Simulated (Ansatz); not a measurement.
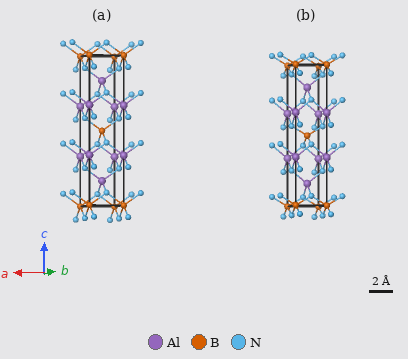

The structure of a crystal of Al2BN3 (a generated structure, set up in I-4m2) (coarse preliminary run) before (left) and after (right) a relaxation, at one scale.

The picture is a ball-and-stick view of the conventional cell (2 times the calculation's cell), seen from a free direction. Lengths and directions refer to the drawn axes.

Level of theory: DFT PBE, scalar-relativistic, plane waves, PAW in Ansatz.

Input file:
```yaml
crystal:
  lattice:
    - [-1.60230433, 1.60230433, 6.79800153]
    - [1.60230433, -1.60230433, 6.79800153]
    - [1.60230433, 1.60230433, -6.79800153]
  atoms:
    - { symbol: Al, position: [0.66666667, 0.66666667, 0.0] }
    - { symbol: Al, position: [0.33333333, 0.33333333, 0.0] }
    - { symbol: B, position: [0.0, 0.0, 0.0] }
    - { symbol: "N", position: [0.41666667, 0.91666667, 0.5] }
    - { symbol: "N", position: [0.08333333, 0.58333333, 0.5] }
    - { symbol: "N", position: [0.75, 0.25, 0.5] }
basis:
  ecutwfc: 420
kpoints:
  mp_grid: { grid: [8, 8, 8] }
hamiltonian:
  xc: pbe
scf:
  occupations: { method: gaussian, width: 0.1 }
  lower_state_search: "off"
output:
  forces: true
  stress: true
  eigenvalues: true
relax:
  adjacent_minimum: "off"
  f_tol: 0.04
  max_steps: 70
  cell: { stress_tol: 0.4 }
```

Run as
```bash
ansatz run input.yaml --threads 1 --pin off --max-ram 2560MiB --backend cpu --events-out ev --progress --plain --runs-dir out
```

Question: What changed between the two?

Answer: Over 6 accepted moves (8 points after the start) the energy falls by 443 meV per atom. Largest force component: 2.2 eV/Å at the start, 0.00079 eV/Å at the end. Pressure: −31.19 GPa at the start and 0.00 GPa at the end. At 2 points the geometry stayed and the basis and grid were re-selected for the new cell (energy shift of 2.6 meV per atom at most each time). The largest moves relative to the cell, 0.21 Å, are those of N4 and N5. N5 goes along −c. Largest moves by element: N 0.21 Å, Al 0.10 Å. B stays in place. The volume changes by −22.7 %, with a = b 3.205 → 2.908 Å (−9.2 %), c 13.596 → 12.762 Å (−6.1 %). Near-neighbour distances that change, for instance: B3–N4 1.962 → 1.687 Å, Al1–N6 1.962 → 1.863 Å, Al1–N5 1.962 → 1.867 Å. Among the angles between lasting bonds that change: N4–B3–N4 109.5° → 119.1°, B3–N5–B3 109.5° → 119.1°, N5–Al1–N5 109.5° → 102.3°. The space group stays I-4m2 (No. 119).
